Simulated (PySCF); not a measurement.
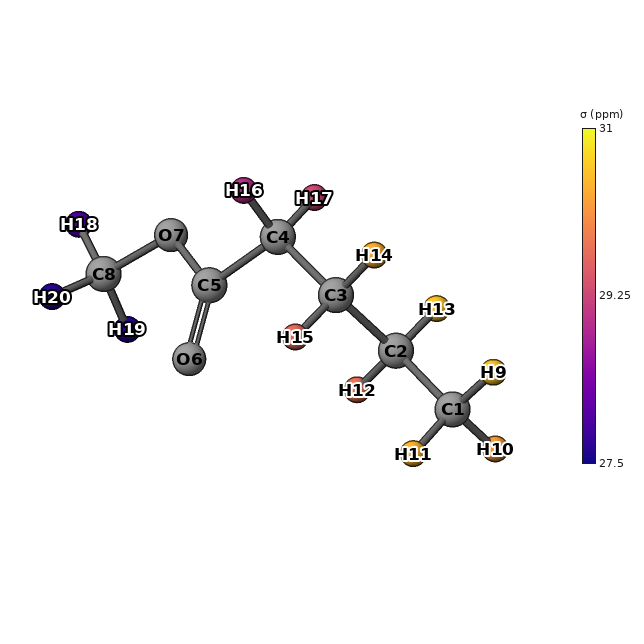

Atoms are coloured by their isotropic NMR shieldings (H only, the others grey). The computed structure is the end point of a PBE0-D3(BJ)/def2-SVP optimisation. No frequency run is at hand to confirm it as a minimum. Level of theory: GIAO B97-D/pcSseg-1 NMR shielding, non-relativistic, gas phase (PySCF 2.14.0).

List the isotropic NMR shieldings of the H atoms.

| atom | σ (ppm) |
| --- | --- |
| H9 | 30.55 |
| H10 | 30.21 |
| H11 | 30.42 |
| H12 | 29.79 |
| H13 | 30.55 |
| H14 | 30.33 |
| H15 | 29.68 |
| H16 | 28.99 |
| H17 | 29.30 |
| H18 | 27.96 |
| H19 | 27.67 |
| H20 | 27.67 |
